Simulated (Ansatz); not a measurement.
## Run report: C2H2NaO (charge −1), geometry relaxation

- system: C2H2NaO, charge −1, SMILES OC=[C-][Na]
- method: RKS PBE0-D4/def2-TZVPD (Ansatz 0.2.0)

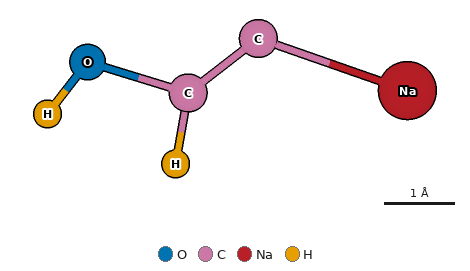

Fig. 1: The starting structure (ball-and-stick view, seen at a tilt). Sticks mark near contacts. Bond lengths as drawn: C–C 1.29 Å, C–H 1.13 Å, C–Na 2.37 Å, C–O 1.57 Å and H–O 0.96 Å.

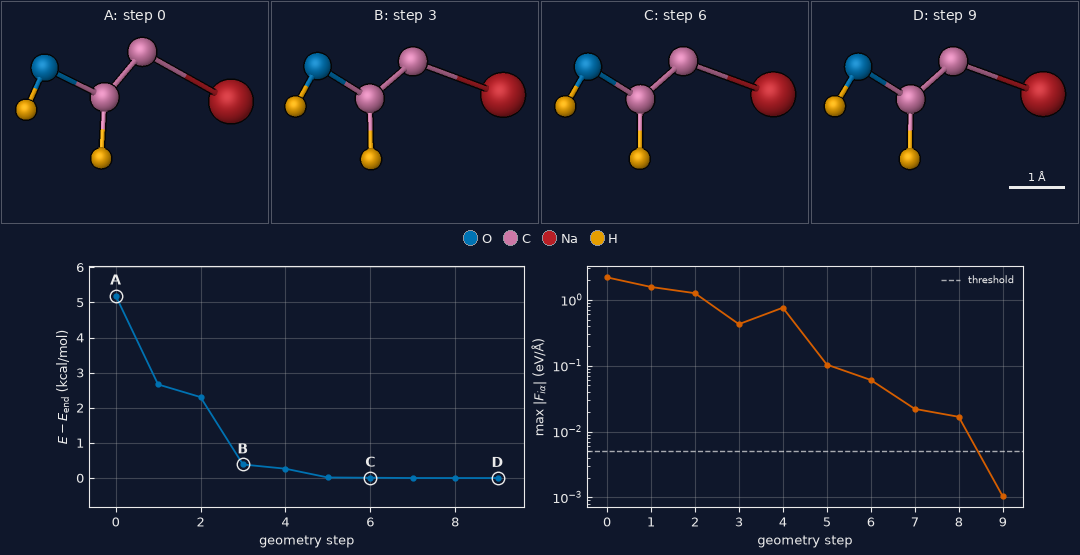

Fig. 2: Frames of the relaxation (ball-and-stick view, seen at a tilt) above the curves, on which the letters mark them (the first geometry is step 0 here and step 1 in the log).

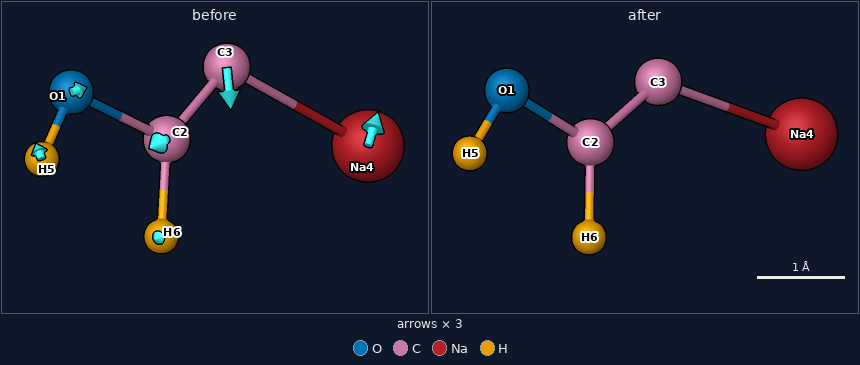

Fig. 3: Before (left) and after (right) the relaxation, at one scale (ball-and-stick view, seen at a tilt). The teal arrows give the displacements, magnified 3 times. The largest move after the best rigid fit is that of C3, 0.17 Å. By element the largest moves are C 0.17 Å, Na 0.15 Å, O 0.07 Å, H 0.07 Å. Among the contacts that change: O1–C2 1.565 → 1.422 Å, C3–Na4 2.365 → 2.317 Å, C2–H6 1.134 → 1.101 Å, C2–C3 1.294 → 1.318 Å. Among the angles that change: C2–C3–Na4 117.3° → 132.9°, C3–C2–H6 137.6° → 126.7°, O1–C2–H6 102.7° → 110.2°. Over 9 geometry steps the energy falls by 5.19 kcal/mol. The largest force component goes from 2.2 to 0.001 eV/Å. (Atoms are counted from 1 in the order of the input.)

The input that produced these results follows, with the program's output.

### The input
```yaml
crystal:
  periodic: [false, false, false]
  atoms:
    - {symbol: O, position_ang: [-0.175670, 1.348820, -0.932550]}
    - {symbol: C, position_ang: [-0.028530, 0.067460, -0.045540]}
    - {symbol: C, position_ang: [1.054350, -0.637040, -0.110530]}
    - {symbol: Na, position_ang: [1.177840, -2.565110, 1.253870]}
    - {symbol: H, position_ang: [-1.014910, 1.746300, -0.682370]}
    - {symbol: H, position_ang: [-1.013090, 0.039560, 0.517110]}
basis:
  gaussian: {orbitals: def2-TZVPD}
total_charge: -1
hamiltonian: {xc: pbe0, dispersion: d4}
relax: {f_tol: 0.005, max_steps: 200}
```

Run as:
```bash
ansatz run in.yaml --threads 2 --pin off --events-out ev --progress --plain --max-ram 4352MiB
```

### Output
```
Functional definition: PBE0
  name "PBE0"
  cite "Adamo & Barone, J. Chem. Phys. 110, 6158 (1999) doi:10.1063/1.478522"
  cite "Perdew, Burke & Ernzerhof, Phys. Rev. Lett. 77, 3865 (1996) doi:10.1103/PhysRevLett.77.3865"
  parent pbe
  parameter a = 0.25
  parameter kappa = 0.804
  parameter beta = 0.06672455060314922
  exchange = (1 - a)*pbe_x(kappa = kappa, mu = beta*pi^2/3) + a*exact_x
  correlation = pbe_c(beta = beta)
964 factors; their error is unknown
mean field evaluation 1: about -8551.4552 eV, gradient 5.3e1 eV
mean field evaluation 2: about -8427.2940 eV, gradient 1.1e2 eV
mean field evaluation 4: about -8554.1758 eV, gradient 4.0e1 eV
mean field evaluation 8: about -8559.7371 eV, gradient 1.2e1 eV
mean field evaluation 16: about -8560.3463 eV, gradient 3.0e-2 eV
mean field -8560.34628527 eV, -314.5869235727 hartree, gradient 1.8e-5 eV, S^2 0.000000; 0 other end points of the search recorded, 0 dependent functions left out
the calculation of the forces begins
reference -8560.34633585 eV, -314.5869254314 hartree; 17, 17 occupied and 150, 150 virtual orbitals, 964 factors
relax step   1: F+E_penalty+E_count = -8560.43654187 eV  Δ(F+E_penalty+E_count) = +0.000e0 eV  max|allowed force component| = 2.198e0 eV/Å  Δτ_max = 0.0000 Å  (39 SCF iters, accepted)
these checks for a lower state are left out or cut short: starts, cluster_reference, orbital_swaps, neighbouring_geometries, increment
964 factors; their error is unknown
mean field -8560.45585004 eV, -314.5909500038 hartree, gradient 2.1e-5 eV, S^2 0.000000; 0 other end points of the search recorded, 0 dependent functions left out
the calculation of the forces begins
reference -8560.45589908 eV, -314.5909518056 hartree; 17, 17 occupied and 150, 150 virtual orbitals, 964 factors
relax step   2: F+E_penalty+E_count = -8560.54622137 eV  Δ(F+E_penalty+E_count) = -1.097e-1 eV  max|allowed force component| = 1.572e0 eV/Å  Δτ_max = 0.0549 Å  (38 SCF iters, accepted)
these checks for a lower state are left out or cut short: starts, cluster_reference, orbital_swaps, neighbouring_geometries, increment
964 factors; their error is unknown
mean field evaluation 32: about -8559.8207 eV, gradient 2.2e1 eV
mean field -8560.47073042 eV, -314.5914968473 hartree, gradient 1.5e-5 eV, S^2 0.000000; 0 other end points of the search recorded, 0 dependent functions left out
the calculation of the forces begins
reference -8560.47077526 eV, -314.5914984954 hartree; 17, 17 occupied and 150, 150 virtual orbitals, 964 factors
relax step   3: F+E_penalty+E_count = -8560.56181455 eV  Δ(F+E_penalty+E_count) = -1.559e-2 eV  max|allowed force component| = 1.264e0 eV/Å  Δτ_max = 0.1221 Å  (44 SCF iters, accepted)
these checks for a lower state are left out or cut short: starts, cluster_reference, orbital_swaps, neighbouring_geometries, increment
964 factors; their error is unknown
mean field -8560.55410036 eV, -314.5945606364 hartree, gradient 2.3e-5 eV, S^2 0.000000; 0 other end points of the search recorded, 0 dependent functions left out
the calculation of the forces begins
reference -8560.55414464 eV, -314.5945622635 hartree; 17, 17 occupied and 150, 150 virtual orbitals, 964 factors
relax step   4: F+E_penalty+E_count = -8560.64504429 eV  Δ(F+E_penalty+E_count) = -8.323e-2 eV  max|allowed force component| = 4.275e-1 eV/Å  Δτ_max = 0.0912 Å  (43 SCF iters, accepted)
these checks for a lower state are left out or cut short: starts, cluster_reference, orbital_swaps, neighbouring_geometries, increment
964 factors; their error is unknown
mean field -8560.55951212 eV, -314.5947595146 hartree, gradient 2.0e-5 eV, S^2 0.000000; 0 other end points of the search recorded, 0 dependent functions left out
the calculation of the forces begins
reference -8560.55955646 eV, -314.5947611441 hartree; 17, 17 occupied and 150, 150 virtual orbitals, 964 factors
relax step   5: F+E_penalty+E_count = -8560.65024107 eV  Δ(F+E_penalty+E_count) = -5.197e-3 eV  max|allowed force component| = 7.607e-1 eV/Å  Δτ_max = 0.0455 Å  (39 SCF iters, accepted)
these checks for a lower state are left out or cut short: starts, cluster_reference, orbital_swaps, neighbouring_geometries, increment
964 factors; their error is unknown
mean field -8560.57028398 eV, -314.5951553734 hartree, gradient 1.6e-5 eV, S^2 0.000000; 0 other end points of the search recorded, 0 dependent functions left out
the calculation of the forces begins
reference -8560.57032866 eV, -314.5951570152 hartree; 17, 17 occupied and 150, 150 virtual orbitals, 964 factors
relax step   6: F+E_penalty+E_count = -8560.66104355 eV  Δ(F+E_penalty+E_count) = -1.080e-2 eV  max|allowed force component| = 1.039e-1 eV/Å  Δτ_max = 0.0191 Å  (39 SCF iters, accepted)
these checks for a lower state are left out or cut short: starts, cluster_reference, orbital_swaps, neighbouring_geometries, increment
964 factors; their error is unknown
mean field evaluation 64: about -8560.5705 eV, gradient 3.5e-1 eV
mean field -8560.57067875 eV, -314.5951698808 hartree, gradient 2.4e-5 eV, S^2 0.000000; 0 other end points of the search recorded, 0 dependent functions left out
the calculation of the forces begins
reference -8560.57072374 eV, -314.5951715341 hartree; 17, 17 occupied and 150, 150 virtual orbitals, 964 factors
relax step   7: F+E_penalty+E_count = -8560.66140677 eV  Δ(F+E_penalty+E_count) = -3.632e-4 eV  max|allowed force component| = 6.065e-2 eV/Å  Δτ_max = 0.0076 Å  (39 SCF iters, accepted)
these checks for a lower state are left out or cut short: starts, cluster_reference, orbital_swaps, neighbouring_geometries, increment
964 factors; their error is unknown
mean field -8560.57098150 eV, -314.5951810069 hartree, gradient 2.3e-5 eV, S^2 0.000000; 0 other end points of the search recorded, 0 dependent functions left out
the calculation of the forces begins
reference -8560.57102653 eV, -314.5951826614 hartree; 17, 17 occupied and 150, 150 virtual orbitals, 964 factors
relax step   8: F+E_penalty+E_count = -8560.66171806 eV  Δ(F+E_penalty+E_count) = -3.113e-4 eV  max|allowed force component| = 2.206e-2 eV/Å  Δτ_max = 0.0058 Å  (39 SCF iters, accepted)
these checks for a lower state are left out or cut short: starts, cluster_reference, orbital_swaps, neighbouring_geometries, increment
964 factors; their error is unknown
mean field -8560.57101800 eV, -314.5951823480 hartree, gradient 2.3e-5 eV, S^2 0.000000; 0 other end points of the search recorded, 0 dependent functions left out
the calculation of the forces begins
reference -8560.57106300 eV, -314.5951840019 hartree; 17, 17 occupied and 150, 150 virtual orbitals, 964 factors
relax step   9: F+E_penalty+E_count = -8560.66175364 eV  Δ(F+E_penalty+E_count) = -3.558e-5 eV  max|allowed force component| = 1.672e-2 eV/Å  Δτ_max = 0.0069 Å  (38 SCF iters, accepted)
these checks for a lower state are left out or cut short: starts, cluster_reference, orbital_swaps, neighbouring_geometries, increment
964 factors; their error is unknown
mean field -8560.57102276 eV, -314.5951825231 hartree, gradient 2.3e-5 eV, S^2 0.000000; 0 other end points of the search recorded, 0 dependent functions left out
the calculation of the forces begins
reference -8560.57106777 eV, -314.5951841772 hartree; 17, 17 occupied and 150, 150 virtual orbitals, 964 factors
relax step  10: F+E_penalty+E_count = -8560.66176076 eV  Δ(F+E_penalty+E_count) = -7.121e-6 eV  max|allowed force component| = 1.037e-3 eV/Å  Δτ_max = 0.0019 Å  (40 SCF iters, accepted)
964 factors; their error is unknown
mean field evaluation 96: about -8560.5710 eV, gradient 2.3e-5 eV
mean field -8560.57102276 eV, -314.5951825231 hartree, gradient 2.3e-5 eV, S^2 0.000000; 1 other end points of the search recorded, 0 dependent functions left out
the calculation of the forces begins
reference -8560.57106777 eV, -314.5951841772 hartree; 17, 17 occupied and 150, 150 virtual orbitals, 964 factors
Total energy: -8560.66180577 eV, -314.5985187370 hartree
Atom 0 at    -0.123886     1.306625    -0.899155 Å, force     0.000522     0.000071    -0.000253 eV/Å
Atom 1 at    -0.100478     0.157446    -0.061141 Å, force    -0.000484     0.000011     0.000383 eV/Å
Atom 2 at     0.918897    -0.675898    -0.011023 Å, force     0.000844    -0.001037     0.000389 eV/Å
Atom 3 at     1.315467    -2.609963     1.201517 Å, force    -0.000166     0.000418    -0.000369 eV/Å
Atom 4 at    -0.972498     1.736153    -0.743281 Å, force    -0.000836    -0.000016     0.000198 eV/Å
Atom 5 at    -1.037512     0.085626     0.513073 Å, force     0.000119     0.000553    -0.000349 eV/Å
Dipole moment:    -0.507072     0.923876    -0.401440 e Å
```

### Trajectory as extended XYZ (Å, eV, eV/Å), 10 frames, from step=1 to step=10
```
6
Properties=species:S:1:pos:R:3:forces:R:3 step=1 energy=-8560.43654
O    -0.1757    1.3488   -0.9325    0.4478  -1.2087   0.6369
C    -0.0285    0.0675   -0.0455   -2.0176   2.1980  -0.5169
C     1.0543   -0.6370   -0.1105    0.6080  -0.8050   0.2606
Na    1.1778   -2.5651    1.2539    0.0476   0.1255  -0.1190
H    -1.0149    1.7463   -0.6824   -0.1357  -0.1040   0.1670
H    -1.0131    0.0396    0.5171    1.0498  -0.2059  -0.4286
6
Properties=species:S:1:pos:R:3:forces:R:3 step=2 energy=-8560.54622
O    -0.1566    1.3309   -0.9298    0.1549  -1.0089   0.7022
C    -0.0562    0.0931   -0.0419   -0.6684   1.5721  -0.8937
C     1.0135   -0.6551   -0.0787    0.1029  -0.3381   0.2178
Na    1.2195   -2.5655    1.2321    0.0386   0.0114  -0.0292
H    -0.9979    1.7298   -0.6803   -0.0118  -0.0056   0.0107
H    -1.0222    0.0668    0.4985    0.3837  -0.2310  -0.0078
6
Properties=species:S:1:pos:R:3:forces:R:3 step=3 energy=-8560.56181
O    -0.1060    1.2848   -0.8758   -0.5320   0.8696  -0.6299
C    -0.1395    0.1149   -0.1285    1.2638  -0.3839   0.8731
C     0.9383   -0.6527   -0.0197   -0.5306  -0.1699  -0.1039
Na    1.3013   -2.5748    1.2088    0.0129  -0.0477   0.0163
H    -0.9596    1.6959   -0.6797    0.1835   0.2179  -0.2889
H    -1.0345    0.1319    0.4950   -0.3976  -0.4860   0.1333
6
Properties=species:S:1:pos:R:3:forces:R:3 step=4 energy=-8560.64504
O    -0.1218    1.3209   -0.9120   -0.2258  -0.1656   0.2439
C    -0.0967    0.1668   -0.0802   -0.0402  -0.4275   0.3517
C     0.9144   -0.6839   -0.0174   -0.1469   0.3110  -0.1454
Na    1.3033   -2.5943    1.2133    0.0118  -0.0483   0.0241
H    -0.9707    1.7442   -0.7299    0.0947   0.0171  -0.0719
H    -1.0284    0.0464    0.5261    0.3066   0.3132  -0.4023
6
Properties=species:S:1:pos:R:3:forces:R:3 step=5 energy=-8560.65024
O    -0.1365    1.3010   -0.8990    0.2031   0.1205  -0.1982
C    -0.0825    0.1535   -0.0650   -0.7607   0.5568   0.0054
C     0.9244   -0.6697   -0.0044    0.7272  -0.4997  -0.0363
Na    1.2935   -2.6012    1.1981    0.0185  -0.0364   0.0211
H    -0.9825    1.7316   -0.7345   -0.0161  -0.0617   0.0542
H    -1.0164    0.0847    0.5048   -0.1720  -0.0795   0.1538
6
Properties=species:S:1:pos:R:3:forces:R:3 step=6 energy=-8560.66104
O    -0.1274    1.3057   -0.9033   -0.0074   0.0514  -0.0252
C    -0.0958    0.1596   -0.0671   -0.1039  -0.0448   0.0675
C     0.9178   -0.6780   -0.0114    0.0919  -0.0120  -0.0336
Na    1.3107   -2.6048    1.2055    0.0040  -0.0138   0.0071
H    -0.9728    1.7364   -0.7311    0.0281   0.0026  -0.0206
H    -1.0325    0.0811    0.5074   -0.0127   0.0167   0.0047
6
Properties=species:S:1:pos:R:3:forces:R:3 step=7 energy=-8560.66141
O    -0.1262    1.3084   -0.9026   -0.0017  -0.0606   0.0285
C    -0.1005    0.1537   -0.0686   -0.0146   0.0545   0.0441
C     0.9202   -0.6772   -0.0124    0.0034   0.0065  -0.0326
Na    1.3134   -2.6068    1.2067    0.0008  -0.0033   0.0000
H    -0.9716    1.7395   -0.7337    0.0054   0.0019  -0.0100
H    -1.0354    0.0824    0.5106    0.0067   0.0010  -0.0301
6
Properties=species:S:1:pos:R:3:forces:R:3 step=8 energy=-8560.66172
O    -0.1258    1.3052   -0.9027   -0.0059  -0.0088   0.0123
C    -0.1007    0.1566   -0.0635    0.0221  -0.0189  -0.0003
C     0.9194   -0.6765   -0.0126   -0.0202   0.0187  -0.0016
Na    1.3155   -2.6082    1.2047   -0.0005   0.0011  -0.0015
H    -0.9702    1.7388   -0.7356    0.0018   0.0083  -0.0098
H    -1.0383    0.0840    0.5097    0.0028  -0.0003   0.0008
6
Properties=species:S:1:pos:R:3:forces:R:3 step=9 energy=-8560.66175
O    -0.1238    1.3061   -0.8995   -0.0149   0.0084   0.0023
C    -0.1010    0.1569   -0.0614    0.0022  -0.0012  -0.0001
C     0.9181   -0.6769   -0.0110   -0.0038   0.0059  -0.0017
Na    1.3167   -2.6093    1.2019   -0.0001  -0.0020   0.0009
H    -0.9717    1.7375   -0.7422    0.0167  -0.0105  -0.0024
H    -1.0383    0.0856    0.5123   -0.0001  -0.0007   0.0010
6
Properties=species:S:1:pos:R:3:forces:R:3 step=10 energy=-8560.66176
O    -0.1239    1.3066   -0.8992    0.0005   0.0001  -0.0003
C    -0.1005    0.1574   -0.0611   -0.0005   0.0000   0.0004
C     0.9189   -0.6759   -0.0110    0.0008  -0.0010   0.0004
Na    1.3155   -2.6100    1.2015   -0.0002   0.0004  -0.0004
H    -0.9725    1.7362   -0.7433   -0.0008   0.0000   0.0002
H    -1.0375    0.0856    0.5131    0.0001   0.0006  -0.0003
```

### Summary

```tsv
quantity	value
outcome	converged
total energy	−8560.6618 eV
mean-field energy	−8560.5711 eV
dispersion energy	−0.0907 eV
SCF solution under orbital rotations	stable
largest force (length of the vector) at the end	0.001 eV/Å
hardware	2 threads of Arm Neoverse V2, 23 GiB of memory available, shared host
wall time	32 s (CPU time 62 s)
peak memory	0.32 GiB
```
